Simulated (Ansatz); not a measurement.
# Geometry relaxation of C4H13NO2Si (part 2 of 3)

C4H13NO2Si; RKS CAM-B3LYP-D4/STO-3G (Ansatz 0.2.0). It belongs to a series of runs on one base structure; here: start relaxed.

Geometry of the input (Å):
```
Si 0.0000  0.0000  0.0000
N  0.0000  0.0000  1.8200
C  -1.2162  -0.3762  2.5550
H  -1.8642  -0.9999  1.9045
H  -0.9378  -0.9533  3.4614
H  -1.7663  0.5401  2.8549
C  1.2162  0.3762  2.5550
H  1.4641  -0.4163  3.2916
H  2.0585  0.4943  1.8418
H  1.0457  1.3351  3.0874
H  1.3768  0.0000  -0.4862
O  -0.7913  1.3709  -0.5594
C  -2.1512  1.4177  -0.9653
H  -2.7687  0.8215  -0.2614
H  -2.5023  2.4707  -0.9639
H  -2.2473  0.9975  -1.9882
O  -0.7913  -1.3709  -0.5594
C  -1.5365  -2.2685  0.2501
H  -1.2251  -2.1576  1.3097
H  -2.6187  -2.0400  0.1571
H  -1.3490  -3.3106  -0.0830
```

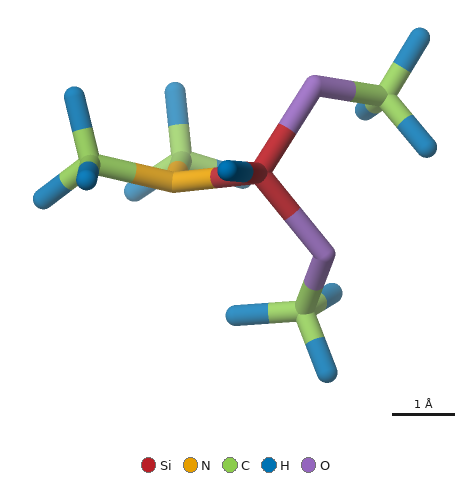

*The geometry at step 7 of the log (stick view, seen at a tilt).*

## Trajectory as extended XYZ, continued
```
21
Properties=species:S:1:pos:R:3:forces:R:3 step=2 energy=-17597.96328
Si   -0.0246   -0.0172    0.0139   -0.0863  -0.2050   1.3999
N     0.0048   -0.0365    1.7805   -0.2677  -0.2987  -0.8890
C    -1.2091   -0.2874    2.5987    0.1354  -0.1045  -0.1640
H    -1.9394   -0.8555    2.0108   -0.0910   0.1711   0.0806
H    -0.9556   -0.9111    3.4777   -0.0418   0.2374  -0.0023
H    -1.7448    0.6153    2.9391    0.2594   0.2949   0.2328
C     1.1970    0.3672    2.5504    0.0414   0.0308  -0.0469
H     1.4751   -0.3987    3.3012   -0.0464   0.0469  -0.0275
H     2.0484    0.4883    1.8604   -0.0291  -0.0084   0.0813
H     1.0650    1.3267    3.0910   -0.0457  -0.0634  -0.0508
H     1.3425    0.0247   -0.4597   -0.1569   0.1097   0.1529
O    -0.7501    1.3824   -0.5586    0.3602   0.5013  -0.1988
C    -2.1292    1.3917   -0.9551   -0.2610  -0.2645   0.0698
H    -2.8001    0.8240   -0.2746   -0.0168   0.0260  -0.0756
H    -2.4829    2.4431   -0.9620    0.0747  -0.0887   0.0158
H    -2.2762    0.9912   -1.9822   -0.0332  -0.0444   0.0815
O    -0.7796   -1.3737   -0.6304    0.1041  -0.1577  -0.6738
C    -1.5065   -2.3028    0.1862   -0.0685   0.0818   0.4689
H    -1.1791   -2.3231    1.2428    0.0214  -0.1239  -0.1191
H    -2.6011   -2.0833    0.1724    0.1891  -0.1477   0.0414
H    -1.3591   -3.3346   -0.1809   -0.0411   0.0068  -0.3770
21
Properties=species:S:1:pos:R:3:forces:R:3 step=3 energy=-17598.15722
Si   -0.0326   -0.0227    0.0284    0.0996  -0.1322   0.6844
N    -0.0054   -0.0747    1.7696   -0.4024  -0.2774  -0.2057
C    -1.2320   -0.2039    2.6013    0.0740   0.0509  -0.0784
H    -2.0378   -0.6893    2.0306    0.0573   0.0750  -0.0357
H    -1.0259   -0.8457    3.4801   -0.0409   0.1794  -0.0342
H    -1.6435    0.7629    2.9647    0.2786  -0.0680   0.0197
C     1.1851    0.3297    2.5414    0.1093   0.0448   0.0497
H     1.4397   -0.4193    3.3172   -0.0534   0.0459  -0.0514
H     2.0490    0.4223    1.8643   -0.0188  -0.0223   0.0407
H     1.0574    1.3041    3.0562   -0.0431  -0.0639  -0.0594
H     1.3375    0.0473   -0.4208   -0.0650   0.0626   0.1085
O    -0.7513    1.3847   -0.5396    0.1200   0.4032  -0.1937
C    -2.1394    1.3598   -0.9172   -0.2775  -0.1598  -0.0142
H    -2.7990    0.8011   -0.2178    0.0457   0.0411  -0.0383
H    -2.5056    2.4064   -0.9463    0.0540  -0.1008   0.0088
H    -2.2975    0.9300   -1.9316    0.0098  -0.0155   0.1092
O    -0.7646   -1.3686   -0.6698    0.0405  -0.1129  -0.4350
C    -1.4588   -2.3307    0.1420   -0.2346  -0.0257   0.3471
H    -1.0774   -2.4212    1.1804    0.0020   0.0735  -0.0932
H    -2.5537   -2.1049    0.1998    0.2994  -0.1266   0.0328
H    -1.3487   -3.3367   -0.3112   -0.0544   0.1287  -0.1618
21
Properties=species:S:1:pos:R:3:forces:R:3 step=4 energy=-17598.24243
Si   -0.0426   -0.0108    0.0358    0.0643  -0.0556   0.3449
N    -0.0313   -0.1193    1.7669   -0.2220  -0.1607  -0.0232
C    -1.2573   -0.1234    2.6015   -0.3080   0.2723   0.0520
H    -2.1266   -0.5102    2.0347    0.3081   0.0452   0.0559
H    -1.1127   -0.7790    3.4833   -0.0568   0.1263  -0.0904
H    -1.5519    0.8898    2.9789    0.2921  -0.3853  -0.1399
C     1.1736    0.2629    2.5330    0.1002   0.0125   0.0590
H     1.3930   -0.4729    3.3319   -0.0568   0.0719  -0.0632
H     2.0436    0.3008    1.8577   -0.0390  -0.0170   0.0720
H     1.0759    1.2570    3.0162   -0.0132  -0.0791  -0.0482
H     1.3368    0.0874   -0.3642    0.0072   0.0532   0.0007
O    -0.7727    1.4017   -0.5226    0.0123   0.2535  -0.1230
C    -2.1668    1.3292   -0.8929   -0.1531  -0.0854  -0.0714
H    -2.8117    0.7813   -0.1724    0.0569   0.0409  -0.0161
H    -2.5514    2.3674   -0.9555    0.0297  -0.1161   0.0014
H    -2.3172    0.8597   -1.8911    0.0025   0.0102   0.1298
O    -0.7534   -1.3465   -0.7152   -0.0533  -0.0856  -0.1976
C    -1.3948   -2.3382    0.1147   -0.1774  -0.1415   0.2165
H    -0.9317   -2.4630    1.1211   -0.1226   0.1124  -0.2060
H    -2.4852   -2.1218    0.2595    0.3846  -0.0836   0.0148
H    -1.3200   -3.3215   -0.3994   -0.0558   0.2115   0.0320
21
Properties=species:S:1:pos:R:3:forces:R:3 step=5 energy=-17598.30876
Si   -0.0422    0.0374    0.0426   -0.0596   0.0918  -0.1979
N    -0.0311   -0.1937    1.7590    0.0458  -0.0542   0.1862
C    -1.2667   -0.0645    2.5698    0.1050  -0.1362   0.0745
H    -2.1314   -0.4228    1.9945   -0.0792   0.0466  -0.0084
H    -1.1916   -0.6826    3.4861    0.0064   0.0851  -0.1410
H    -1.4647    0.9756    2.8899   -0.0375   0.0577  -0.0066
C     1.1735    0.1583    2.5467    0.0626  -0.0085   0.0582
H     1.3073   -0.5488    3.3870   -0.0096   0.0521  -0.0496
H     2.0729    0.1106    1.9119   -0.0780  -0.0301   0.0262
H     1.1157    1.1772    2.9789    0.0111  -0.0217  -0.0184
H     1.3330    0.1915   -0.3656   -0.0525  -0.0235   0.0432
O    -0.8295    1.4560   -0.4628   -0.0087   0.0165   0.0160
C    -2.2115    1.2749   -0.8656   -0.0231   0.0534  -0.1536
H    -2.8474    0.7822   -0.1013    0.0022   0.0148   0.0048
H    -2.6368    2.2829   -1.0522    0.0618  -0.1667   0.0355
H    -2.3111    0.6900   -1.8081   -0.0084   0.0473   0.1703
O    -0.7767   -1.2676   -0.7611    0.0118  -0.0877   0.0786
C    -1.3448   -2.2870    0.1031    0.0618   0.1008  -0.0373
H    -0.8172   -2.3916    1.0733   -0.0308   0.0051  -0.0687
H    -2.4162   -2.0931    0.3237    0.0268  -0.0012   0.0007
H    -1.2883   -3.2541   -0.4282   -0.0078  -0.0413  -0.0127
21
Properties=species:S:1:pos:R:3:forces:R:3 step=6 energy=-17598.32506
Si   -0.0435    0.0649    0.0455    0.0965  -0.0689   0.0819
N    -0.0218   -0.2197    1.7611   -0.1243  -0.0255  -0.0026
C    -1.2663   -0.0326    2.5461    0.0004   0.0457   0.1171
H    -2.1405   -0.3648    1.9671    0.0088  -0.0052  -0.0220
H    -1.2237   -0.6343    3.4701   -0.0209   0.0111   0.0048
H    -1.4361    1.0216    2.8435    0.0022  -0.0228  -0.0027
C     1.1791    0.1234    2.5591    0.0353   0.0180  -0.0608
H     1.2691   -0.5491    3.4304   -0.0179   0.0012  -0.0117
H     2.0824    0.0066    1.9400   -0.0275   0.0092   0.0462
H     1.1547    1.1624    2.9441    0.0306  -0.0141  -0.0148
H     1.3321    0.2228   -0.3447    0.0214   0.0449  -0.0794
O    -0.8597    1.4822   -0.4152   -0.0124  -0.0088  -0.0048
C    -2.2314    1.2418   -0.8249   -0.1485  -0.0054  -0.1072
H    -2.8785    0.8391   -0.0149    0.0680   0.0573  -0.0395
H    -2.6603    2.2151   -1.1361    0.0506  -0.1248   0.0147
H    -2.3080    0.5385   -1.6844   -0.0178   0.1164   0.1380
O    -0.7692   -1.2296   -0.7821    0.0598  -0.0564  -0.0021
C    -1.3248   -2.2660    0.0654   -0.0461  -0.0051   0.0050
H    -0.7900   -2.3869    1.0279    0.0263   0.0110  -0.0151
H    -2.3930   -2.0787    0.3054    0.0085   0.0061  -0.0249
H    -1.2751   -3.2260   -0.4815    0.0067   0.0159  -0.0199
21
Properties=species:S:1:pos:R:3:forces:R:3 step=7 energy=-17598.33285
Si   -0.0336    0.0667    0.0440    0.0014  -0.0490   0.1383
N    -0.0265   -0.2270    1.7642   -0.2258  -0.0191  -0.0903
C    -1.2753   -0.0075    2.5428    0.1012   0.1179   0.0043
H    -2.1515   -0.3271    1.9589    0.0236  -0.0144  -0.0060
H    -1.2518   -0.5996    3.4730   -0.0011  -0.0058   0.0093
H    -1.4250    1.0550    2.8275    0.0060  -0.0896  -0.0160
C     1.1767    0.1074    2.5624    0.0589   0.0118  -0.0170
H     1.2382   -0.5463    3.4515    0.0036   0.0444  -0.0363
H     2.0829   -0.0511    1.9544   -0.0719   0.0200   0.0753
H     1.1772    1.1578    2.9192    0.0386  -0.0558  -0.0095
H     1.3410    0.2399   -0.3451    0.0103   0.0458  -0.0500
O    -0.8644    1.4783   -0.4156   -0.0635  -0.0533  -0.0497
C    -2.2464    1.2287   -0.7941   -0.1567  -0.0711  -0.0846
H    -2.8839    0.8949    0.0590    0.1186   0.1051  -0.1825
H    -2.6653    2.1864   -1.1704    0.0751  -0.2262   0.0699
H    -2.3463    0.4618   -1.6012    0.0226   0.2451   0.2608
O    -0.7381   -1.2311   -0.7975    0.1323   0.0710  -0.0796
C    -1.3056   -2.2668    0.0367   -0.0687  -0.0606   0.0304
H    -0.7796   -2.3889    1.0033    0.0082  -0.0232   0.0222
H    -2.3756   -2.0769    0.2642   -0.0167  -0.0037   0.0013
H    -1.2518   -3.2238   -0.5155    0.0040   0.0106   0.0098
21
Properties=species:S:1:pos:R:3:forces:R:3 step=8 energy=-17598.34704
Si   -0.0200    0.0625    0.0409   -0.0426   0.0144   0.0337
N    -0.0382   -0.2276    1.7618   -0.1742  -0.0074  -0.0205
C    -1.2858    0.0218    2.5358    0.1218   0.0012  -0.1296
H    -2.1653   -0.2836    1.9487    0.0306  -0.0182   0.0113
H    -1.2784   -0.5659    3.4680    0.0097  -0.0258   0.0395
H    -1.4145    1.0859    2.8133   -0.0095   0.0166   0.0104
C     1.1674    0.0975    2.5620   -0.0175   0.0104   0.0081
H     1.2033   -0.5335    3.4667    0.0039   0.0121   0.0108
H     2.0729   -0.1004    1.9701    0.0164  -0.0039  -0.0008
H     1.1963    1.1555    2.8915    0.0120  -0.0204   0.0043
H     1.3542    0.2610   -0.3412   -0.0140   0.0269  -0.0064
O    -0.8596    1.4642   -0.4360   -0.0926  -0.0915  -0.0449
C    -2.2598    1.2169   -0.7509    0.0742  -0.0599   0.1465
H    -2.8729    0.9754    0.1471    0.0634   0.0844  -0.1369
H    -2.6630    2.1445   -1.1944   -0.0500  -0.0140   0.0003
H    -2.4043    0.3923   -1.4804    0.0331   0.0492   0.0493
O    -0.6825   -1.2470   -0.8172    0.0995   0.0653  -0.0399
C    -1.2850   -2.2760    0.0022   -0.0457  -0.0258   0.0354
H    -0.7838   -2.4052    0.9816   -0.0072  -0.0170   0.0121
H    -2.3584   -2.0755    0.2027   -0.0148   0.0066   0.0070
H    -1.2271   -3.2321   -0.5504    0.0035  -0.0033   0.0103
21
Properties=species:S:1:pos:R:3:forces:R:3 step=9 energy=-17598.33849 accepted=F
Si    0.0067    0.0805    0.0231   -0.0219  -0.0185  -0.1302
N    -0.0283   -0.2577    1.7327    0.1308   0.1746   0.2806
C    -1.2750   -0.0287    2.5017   -0.2002  -0.0622   0.0264
H    -2.1359   -0.4058    1.9313   -0.0702   0.0493   0.0321
H    -1.2382   -0.5795    3.4576    0.0321   0.0014  -0.0507
H    -1.4588    1.0363    2.7442    0.0151   0.0201  -0.0323
C     1.1534    0.0860    2.5615    0.1996   0.0428  -0.0445
H     1.1603   -0.5203    3.4832   -0.0236  -0.0218  -0.0214
H     2.0790   -0.1272    2.0056   -0.0067  -0.0097  -0.0050
H     1.1803    1.1503    2.8689   -0.0228   0.0041  -0.0078
H     1.3658    0.3219   -0.3758    0.0763   0.0186   0.0697
O    -0.8514    1.4580   -0.4786    0.1394   0.1613   0.1920
C    -2.2553    1.2092   -0.7214   -0.1178  -0.0446  -0.3389
H    -2.8555    1.0563    0.1926   -0.0231  -0.0724   0.2478
H    -2.6875    2.0869   -1.2363    0.1298   0.0375  -0.0113
H    -2.4058    0.3310   -1.3779   -0.1458  -0.0934  -0.0080
O    -0.6037   -1.2588   -0.8201   -0.1116  -0.1374  -0.0373
C    -1.2960   -2.2189    0.0204    0.1544  -0.1156  -0.1065
H    -0.8269   -2.3349    1.0171   -0.0080  -0.0105  -0.0197
H    -2.3588   -1.9548    0.1832   -0.1156   0.0477  -0.0236
H    -1.2731   -3.1990   -0.4910   -0.0102   0.0289  -0.0114
21
Properties=species:S:1:pos:R:3:forces:R:3 step=10 energy=-17598.35470
Si   -0.0131    0.0667    0.0394    0.0178   0.0001  -0.0032
N    -0.0390   -0.2302    1.7581   -0.0237   0.0208  -0.0141
C    -1.2837    0.0160    2.5305    0.0358  -0.0172   0.0094
H    -2.1607   -0.3100    1.9518    0.0003  -0.0043  -0.0016
H    -1.2641   -0.5617    3.4703   -0.0050   0.0122  -0.0021
H    -1.4258    1.0819    2.7975   -0.0088  -0.0066  -0.0023
C     1.1657    0.0951    2.5615    0.0029  -0.0081   0.0034
H     1.1928   -0.5277    3.4721   -0.0008  -0.0010  -0.0005
H     2.0745   -0.1131    1.9771   -0.0121  -0.0019   0.0033
H     1.2007    1.1545    2.8845    0.0002   0.0020  -0.0058
H     1.3581    0.2911   -0.3371   -0.0043   0.0040  -0.0010
O    -0.8597    1.4574   -0.4500   -0.0084  -0.0275   0.0134
C    -2.2612    1.2104   -0.7386   -0.0151   0.0135  -0.0121
H    -2.8689    1.0191    0.1706    0.0114   0.0052  -0.0112
H    -2.6679    2.1193   -1.2191    0.0080  -0.0379  -0.0029
H    -2.4156    0.3569   -1.4309   -0.0082   0.0192   0.0349
O    -0.6400   -1.2583   -0.8216    0.0091  -0.0269   0.0156
C    -1.2877   -2.2666   -0.0049   -0.0066   0.0318   0.0002
H    -0.8087   -2.4017    0.9853   -0.0101   0.0065  -0.0071
H    -2.3607   -2.0399    0.1731    0.0222   0.0067  -0.0109
H    -1.2396   -3.2285   -0.5480   -0.0046   0.0093  -0.0052
21
Properties=species:S:1:pos:R:3:forces:R:3 step=11 energy=-17598.35941
Si    0.0043    0.0708    0.0371    0.0012  -0.0122  -0.0099
N    -0.0340   -0.2302    1.7550    0.0115   0.0101   0.0083
C    -1.2810    0.0088    2.5240   -0.0254   0.0155   0.0015
H    -2.1535   -0.3389    1.9506    0.0074   0.0002   0.0066
H    -1.2540   -0.5533    3.4729    0.0089  -0.0027  -0.0099
H    -1.4411    1.0761    2.7756    0.0012  -0.0057  -0.0028
C     1.1671    0.0939    2.5645   -0.0010   0.0011  -0.0064
H     1.1817   -0.5205    3.4811    0.0016   0.0082  -0.0054
H     2.0778   -0.1282    1.9885   -0.0011   0.0024   0.0067
H     1.2084    1.1567    2.8759    0.0059  -0.0091   0.0047
H     1.3727    0.3193   -0.3327   -0.0034  -0.0025   0.0036
O    -0.8598    1.4463   -0.4611   -0.0180   0.0046   0.0154
C    -2.2654    1.1909   -0.7186   -0.0608  -0.0379  -0.0361
H    -2.8629    1.0583    0.2096    0.0408   0.0230  -0.0608
H    -2.6742    2.0706   -1.2517    0.0209  -0.0685   0.0396
H    -2.4339    0.2966   -1.3565    0.0105   0.0731   0.0582
O    -0.5868   -1.2681   -0.8281   -0.0118  -0.0406   0.0422
C    -1.2945   -2.2440   -0.0200   -0.0034   0.0378  -0.0265
H    -0.8488   -2.3837    0.9853   -0.0115   0.0015  -0.0258
H    -2.3641   -1.9784    0.1233    0.0333  -0.0077  -0.0086
H    -1.2627   -3.2122   -0.5529   -0.0070   0.0092   0.0053
```
